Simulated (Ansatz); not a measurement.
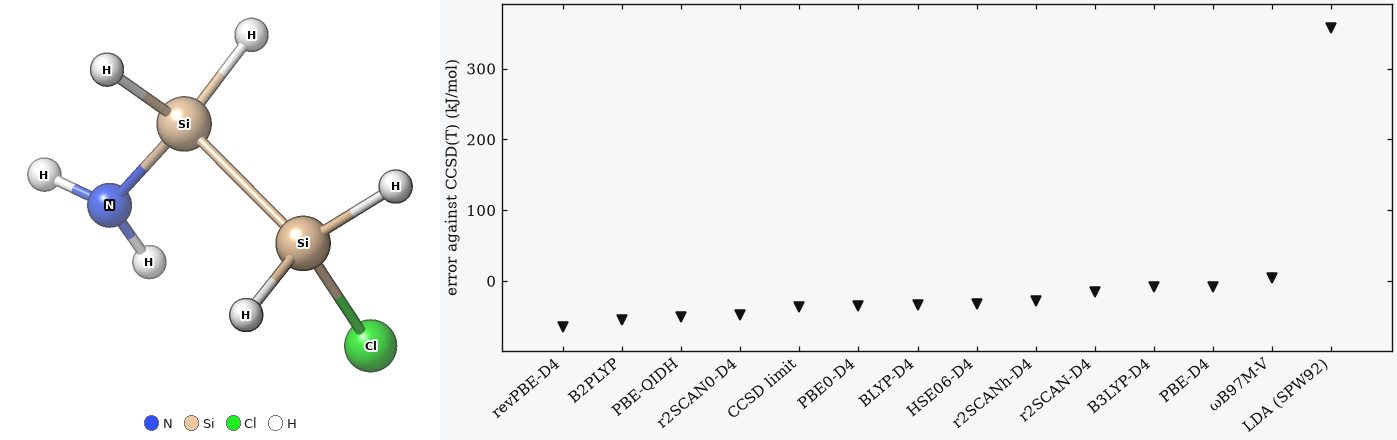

Error in the electronic atomisation energy (method less reference, so positive means overbinding) of Si₂NH₆Cl, SMILES N[SiH2][SiH2]Cl: functionals in def2-TZVPP against frozen-core CCSD(T) at the limit (MP2 extrapolated from triple and quadruple zeta, plus CCSD(T) less MP2 in a smaller set), which gives 3116.0 kJ/mol, at a PBE0-D4/def2-TZVP geometry (a minimum by its frequencies), no zero-point or spin-orbit term, the Ansatz code 0.2.0. The reference leaves out core correlation, a term that grows with the number of heavy atoms. B2PLYP and PBE-QIDH hold a correlation term that converges slowly with the basis, so part of the distance to the limit is basis error. No dispersion term is added to B2PLYP and PBE-QIDH. Limit means the basis limit.

What range do the values span?

From −65.0 kJ/mol (revPBE-D4) to 357.6 kJ/mol (LDA (SPW92)).

Give the values.

```csv
level,kJ/mol
revPBE-D4,−65.0
B2PLYP,−55.3
PBE-QIDH,−50.4
r2SCAN0-D4,−47.5
CCSD limit,−36.8
PBE0-D4,−34.9
BLYP-D4,−33.4
HSE06-D4,−33.3
r2SCANh-D4,−28.8
r2SCAN-D4,−15.5
B3LYP-D4,−8.8
PBE-D4,−8.7
ωB97M-V,4.0
LDA (SPW92),357.6
```

Caveats, for all or some of the runs: one conformer of a flexible molecule.
